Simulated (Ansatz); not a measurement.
# Molecular dynamics, with input and output: SiH4BrF (part 2 of 2)

The same run, continued: SiH4BrF; RKS PBE0-D4/def2-SVP (Ansatz 0.2.0). 

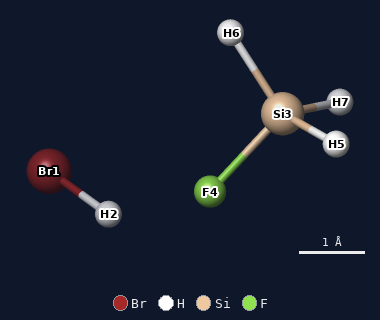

Fig. 1: The geometry at step 21 of the log (ball-and-stick view, seen at a tilt; atoms are numbered from 1 in the order of the input).

**Trajectory as extended XYZ, continued**
```
7
Properties=species:S:1:pos:R:3:forces:R:3 step=11 time_fs=11.0 energy=-80679.71321 temperature=121.1
Br    0.5537   -0.1116   -3.3491   -0.7218  -0.2378   0.7774
H    -0.4088   -0.4067   -2.2723    0.7423   0.2668  -0.6726
Si   -0.0238    0.0942    1.1786   -2.9836   0.7323  -0.7567
F    -0.9019   -0.3017   -0.2552    1.1789   0.4139   1.8817
H    -1.0043    0.1626    2.3867    0.5373  -0.4423  -0.8980
H     0.3767    1.5181    1.0913    0.4064  -0.0384  -0.3372
H     0.9998   -0.8833    1.3888    0.8405  -0.6946   0.0053
7
Properties=species:S:1:pos:R:3:forces:R:3 step=12 time_fs=12.0 energy=-80679.75389 temperature=154.3
Br    0.5556   -0.1115   -3.3480   -0.3707  -0.1328   0.3817
H    -0.3945   -0.4090   -2.2953    0.3888   0.1612  -0.2775
Si   -0.0263    0.0957    1.1802   -2.8401   0.4902  -0.9624
F    -0.9028   -0.3004   -0.2584    1.2130   0.4252   1.9449
H    -1.0049    0.1584    2.3745    0.4466  -0.3932  -0.7707
H     0.3904    1.5076    1.0779    0.4097   0.0743  -0.3076
H     0.9978   -0.8875    1.3970    0.7527  -0.6250  -0.0086
7
Properties=species:S:1:pos:R:3:forces:R:3 step=13 time_fs=13.0 energy=-80679.79373 temperature=195.5
Br    0.5572   -0.1114   -3.3468    0.1249   0.0233  -0.1648
H    -0.3766   -0.4102   -2.3219   -0.1099   0.0041   0.2682
Si   -0.0294    0.0974    1.1818   -2.4432   0.1295  -1.2289
F    -0.9034   -0.2991   -0.2607    1.2352   0.4316   1.9862
H    -1.0011    0.1495    2.3556    0.2699  -0.3293  -0.5376
H     0.4066    1.4974    1.0620    0.3994   0.1587  -0.2699
H     1.0030   -0.8967    1.4061    0.5237  -0.4180  -0.0533
7
Properties=species:S:1:pos:R:3:forces:R:3 step=14 time_fs=14.0 energy=-80679.80859 temperature=198.8
Br    0.5586   -0.1116   -3.3458    0.6453   0.1940  -0.7287
H    -0.3607   -0.4114   -2.3461   -0.6327  -0.1674   0.8315
Si   -0.0332    0.0991    1.1835   -1.8541  -0.2586  -1.5607
F    -0.9036   -0.2975   -0.2619    1.2388   0.4306   2.0015
H    -0.9950    0.1379    2.3320    0.0148  -0.2572  -0.2095
H     0.4251    1.4885    1.0433    0.3691   0.1954  -0.2204
H     1.0130   -0.9092    1.4153    0.2187  -0.1368  -0.1137
7
Properties=species:S:1:pos:R:3:forces:R:3 step=15 time_fs=15.0 energy=-80679.80271 temperature=184.1
Br    0.5601   -0.1120   -3.3451    1.0024   0.3150  -1.1064
H    -0.3524   -0.4135   -2.3629   -0.9907  -0.2889   1.2088
Si   -0.0377    0.1006    1.1848   -1.1698  -0.5636  -1.9200
F    -0.9029   -0.2959   -0.2621    1.2168   0.4205   1.9869
H    -0.9887    0.1242    2.3086   -0.2781  -0.1829   0.1579
H     0.4457    1.4819    1.0218    0.3059   0.1551  -0.1544
H     1.0245   -0.9231    1.4235   -0.0864   0.1448  -0.1729
7
Properties=species:S:1:pos:R:3:forces:R:3 step=16 time_fs=16.0 energy=-80679.79948 temperature=194.6
Br    0.5618   -0.1124   -3.3446    1.0517   0.3352  -1.1500
H    -0.3535   -0.4182   -2.3693   -1.0394  -0.3087   1.2517
Si   -0.0428    0.1016    1.1859   -0.4937  -0.7493  -2.2466
F    -0.9015   -0.2942   -0.2614    1.1692   0.4020   1.9414
H    -0.9855    0.1088    2.2884   -0.5470  -0.1120   0.4938
H     0.4699    1.4761    0.9991    0.2067   0.0584  -0.0736
H     1.0361   -0.9348    1.4291   -0.3476   0.3744  -0.2167
7
Properties=species:S:1:pos:R:3:forces:R:3 step=17 time_fs=17.0 energy=-80679.81416 temperature=218.6
Br    0.5637   -0.1127   -3.3444    0.7639   0.2427  -0.8396
H    -0.3634   -0.4273   -2.3644   -0.7492  -0.2148   0.9402
Si   -0.0483    0.1024    1.1863    0.0744  -0.8242  -2.4606
F    -0.8991   -0.2924   -0.2597    1.0945   0.3758   1.8549
H    -0.9889    0.0914    2.2725   -0.7245  -0.0455   0.7247
H     0.4970    1.4701    0.9770    0.0804  -0.0599   0.0165
H     1.0455   -0.9422    1.4310   -0.5395   0.5259  -0.2362
7
Properties=species:S:1:pos:R:3:forces:R:3 step=18 time_fs=18.0 energy=-80679.83900 temperature=262.4
Br    0.5659   -0.1131   -3.3443    0.2643   0.0742  -0.3131
H    -0.3795   -0.4401   -2.3502   -0.2462  -0.0442   0.4120
Si   -0.0540    0.1032    1.1857    0.4533  -0.8174  -2.4658
F    -0.8960   -0.2904   -0.2569    0.9934   0.3401   1.7222
H    -0.9997    0.0723    2.2634   -0.7445   0.0208   0.7739
H     0.5248    1.4638    0.9558   -0.0600  -0.1770   0.1091
H     1.0512   -0.9447    1.4308   -0.6602   0.6035  -0.2384
7
Properties=species:S:1:pos:R:3:forces:R:3 step=19 time_fs=19.0 energy=-80679.85783 temperature=282.7
Br    0.5681   -0.1134   -3.3442   -0.2636  -0.1109   0.2380
H    -0.3983   -0.4537   -2.3314    0.2858   0.1433  -0.1416
Si   -0.0596    0.1039    1.1839    0.5963  -0.7942  -2.2322
F    -0.8922   -0.2880   -0.2531    0.8660   0.2936   1.5446
H    -1.0172    0.0523    2.2624   -0.5896   0.0927   0.6243
H     0.5512    1.4544    0.9355   -0.1841  -0.2363   0.1921
H     1.0519   -0.9428    1.4288   -0.7107   0.6117  -0.2252
7
Properties=species:S:1:pos:R:3:forces:R:3 step=20 time_fs=20.0 energy=-80679.86421 temperature=280.6
Br    0.5703   -0.1139   -3.3441   -0.6755  -0.2607   0.6652
H    -0.4149   -0.4668   -2.3147    0.7012   0.2953  -0.5721
Si   -0.0647    0.1045    1.1810    0.5209  -0.7587  -1.8219
F    -0.8878   -0.2853   -0.2489    0.7168   0.2383   1.3300
H    -1.0396    0.0330    2.2683   -0.3052   0.1715   0.3316
H     0.5748    1.4418    0.9169   -0.2781  -0.2289   0.2592
H     1.0470   -0.9365    1.4240   -0.6801   0.5433  -0.1921
7
Properties=species:S:1:pos:R:3:forces:R:3 step=21 time_fs=21.0 energy=-80679.86139 temperature=265.2
Br    0.5725   -0.1143   -3.3441   -0.9224  -0.3558   0.9204
H    -0.4250   -0.4781   -2.3039    0.9501   0.3917  -0.8312
Si   -0.0693    0.1049    1.1774    0.3146  -0.6766  -1.3440
F    -0.8830   -0.2826   -0.2443    0.5559   0.1760   1.0856
H    -1.0648    0.0165    2.2770    0.0184   0.2509   0.0007
H     0.5957    1.4278    0.9012   -0.3481  -0.1837   0.3096
H     1.0367   -0.9255    1.4180   -0.5686   0.3974  -0.1411
7
Properties=species:S:1:pos:R:3:forces:R:3 step=22 time_fs=22.0 energy=-80679.85801 temperature=258.0
Br    0.5747   -0.1148   -3.3439   -1.0001  -0.3908   1.0027
H    -0.4257   -0.4860   -2.3003    1.0277   0.4270  -0.9180
Si   -0.0736    0.1052    1.1736    0.0467  -0.5441  -0.8707
F    -0.8780   -0.2796   -0.2391    0.3825   0.1071   0.8101
H    -1.0894    0.0029    2.2858    0.3108   0.3239  -0.2932
H     0.6128    1.4132    0.8888   -0.3900  -0.1023   0.3425
H     1.0216   -0.9109    1.4113   -0.3776   0.1792  -0.0735
7
Properties=species:S:1:pos:R:3:forces:R:3 step=23 time_fs=23.0 energy=-80679.85877 temperature=263.6
Br    0.5769   -0.1154   -3.3433   -0.9077  -0.3609   0.9118
H    -0.4164   -0.4887   -2.3042    0.9332   0.3959  -0.8317
Si   -0.0779    0.1053    1.1697   -0.2354  -0.3752  -0.4278
F    -0.8724   -0.2766   -0.2334    0.1913   0.0309   0.4992
H    -1.1109   -0.0085    2.2931    0.5400   0.3851  -0.5188
H     0.6247    1.3982    0.8800   -0.3986   0.0161   0.3587
H     1.0035   -0.8951    1.4036   -0.1228  -0.0921   0.0087
7
Properties=species:S:1:pos:R:3:forces:R:3 step=24 time_fs=24.0 energy=-80679.86203 temperature=267.5
Br    0.5790   -0.1158   -3.3424   -0.6323  -0.2594   0.6311
H    -0.3976   -0.4867   -2.3158    0.6540   0.2922  -0.5553
Si   -0.0822    0.1050    1.1659   -0.4728  -0.1829  -0.0390
F    -0.8663   -0.2738   -0.2274   -0.0132  -0.0479   0.1523
H    -1.1279   -0.0163    2.2951    0.6805   0.4282  -0.6448
H     0.6335    1.3837    0.8767   -0.3807   0.1555   0.3569
H     0.9840   -0.8810    1.3951    0.1644  -0.3857   0.0988
7
Properties=species:S:1:pos:R:3:forces:R:3 step=25 time_fs=25.0 energy=-80679.85693 temperature=256.9
Br    0.5809   -0.1163   -3.3414   -0.1705  -0.0841   0.1520
H    -0.3709   -0.4824   -2.3327    0.1872   0.1143  -0.0796
Si   -0.0863    0.1047    1.1621   -0.5943  -0.0020   0.2983
F    -0.8602   -0.2708   -0.2215   -0.2269  -0.1295  -0.2223
H    -1.1379   -0.0206    2.2913    0.7279   0.4524  -0.6725
H     0.6398    1.3706    0.8773   -0.3470   0.2957   0.3437
H     0.9668   -0.8706    1.3865    0.4235  -0.6468   0.1805
7
Properties=species:S:1:pos:R:3:forces:R:3 step=26 time_fs=26.0 energy=-80679.83504 temperature=235.3
Br    0.5827   -0.1168   -3.3404    0.4096   0.1419  -0.4627
H    -0.3414   -0.4768   -2.3499   -0.3977  -0.1144   0.5324
Si   -0.0904    0.1044    1.1580   -0.5117   0.0848   0.6177
F    -0.8544   -0.2679   -0.2155   -0.4548  -0.2194  -0.6297
H    -1.1404   -0.0218    2.2823    0.6869   0.4600  -0.6117
H     0.6428    1.3594    0.8794   -0.2958   0.4330   0.3236
H     0.9551   -0.8669    1.3794    0.5635  -0.7860   0.2304
7
Properties=species:S:1:pos:R:3:forces:R:3 step=27 time_fs=27.0 energy=-80679.80603 temperature=215.5
Br    0.5846   -0.1174   -3.3395    0.9448   0.3562  -1.0467
H    -0.3148   -0.4726   -2.3617   -0.9367  -0.3308   1.1141
Si   -0.0946    0.1044    1.1538   -0.1763   0.0603   0.9055
F    -0.8491   -0.2649   -0.2099   -0.6904  -0.3159  -1.0623
H    -1.1362   -0.0197    2.2671    0.5478   0.4511  -0.4499
H     0.6418    1.3522    0.8833   -0.2368   0.5388   0.3016
H     0.9483   -0.8723    1.3750    0.5475  -0.7596   0.2377
7
Properties=species:S:1:pos:R:3:forces:R:3 step=28 time_fs=28.0 energy=-80679.79238 temperature=213.2
Br    0.5869   -0.1180   -3.3388    1.2050   0.4671  -1.3477
H    -0.2966   -0.4726   -2.3632   -1.1989  -0.4429   1.4121
Si   -0.0991    0.1048    1.1496    0.4228  -0.0339   1.1387
F    -0.8443   -0.2619   -0.2047   -0.9247  -0.4166  -1.5046
H    -1.1262   -0.0146    2.2467    0.3061   0.4234  -0.1836
H     0.6378    1.3509    0.8898   -0.1934   0.5812   0.2814
H     0.9478   -0.8846    1.3735    0.3831  -0.5782   0.2036
7
Properties=species:S:1:pos:R:3:forces:R:3 step=29 time_fs=29.0 energy=-80679.80513 temperature=222.1
Br    0.5894   -0.1185   -3.3383    1.0314   0.4047  -1.1717
H    -0.2910   -0.4782   -2.3516   -1.0251  -0.3808   1.2323
Si   -0.1034    0.1053    1.1458    1.1919  -0.1416   1.3192
F    -0.8400   -0.2596   -0.1999   -1.1472  -0.5175  -1.9377
H    -1.1141   -0.0054    2.2241   -0.0046   0.3773   0.1546
H     0.6314    1.3554    0.8991   -0.1712   0.5533   0.2613
H     0.9520   -0.9026    1.3746    0.1249  -0.2954   0.1421
7
Properties=species:S:1:pos:R:3:forces:R:3 step=30 time_fs=30.0 energy=-80679.82025 temperature=247.9
Br    0.5921   -0.1190   -3.3380    0.5201   0.1993  -0.6071
H    -0.2965   -0.4892   -2.3284   -0.5119  -0.1747   0.6626
Si   -0.1069    0.1057    1.1425    1.9667  -0.2103   1.4630
F    -0.8367   -0.2574   -0.1957   -1.3444  -0.6117  -2.3327
H    -1.1025    0.0082    2.2032   -0.3307   0.3212   0.5049
H     0.6222    1.3653    0.9110   -0.1603   0.4655   0.2386
H     0.9563   -0.9249    1.3782   -0.1395   0.0108   0.0708
```

The run was set up as follows.

**Input file**
```yaml
crystal:
  periodic: [false, false, false]
  atoms:
    - {symbol: Br, position_ang: [0.532185, -0.112786, -3.360176]}
    - {symbol: H, position_ang: [-0.244214, -0.267400, -2.175299]}
    - {symbol: Si, position_ang: [-0.030291, 0.088722, 1.149367]}
    - {symbol: F, position_ang: [-0.855501, -0.300602, -0.177914]}
    - {symbol: H, position_ang: [-0.950488, -0.041487, 2.301468]}
    - {symbol: H, position_ang: [0.440496, 1.483442, 0.996473]}
    - {symbol: H, position_ang: [1.107913, -0.849991, 1.266082]}
basis:
  gaussian: {orbitals: def2-SVP}
hamiltonian: {xc: pbe0, dispersion: d4}
md: {n_steps: 30, timestep: 1.0, temperature: 500, ensemble: nvt_langevin, seed: 833, friction: 0.002, initial_velocities: maxwell_boltzmann}
```

Run as:
```bash
ansatz run in.yaml --threads 4 --pin off --events-out ev --progress --plain --max-ram 9574MiB
```

**Summary**

```tsv
quantity	value
outcome	finished
mean temperature over the second half	242 K
trajectory	30 steps, 30 fs
ensemble	nvt_langevin
temperature in the input	500 K
time step	1.0 fs
potential energy (last step)	−80679.8203 eV
mean-field energy (last step)	−80679.7460 eV
dispersion energy (last step)	−0.0743 eV
SCF solution under orbital rotations (last step)	stable
largest force (length of the vector) (last step)	2.761 eV/Å
dipole moment (last step)	2.39 D
hardware	4 threads of Intel Xeon @ 2.90GHz, 31 GiB of memory available, shared host
wall time	30 s (CPU time 1.7 min)
peak memory	0.45 GiB
```

**Remarks**

So short a trajectory is not equilibrated. The logged temperature at the start can lie below the typed one, since it is counted over all degrees of freedom. The temperature stays far from the 500 K of the thermostat over the second half: the run isn't equilibrated.
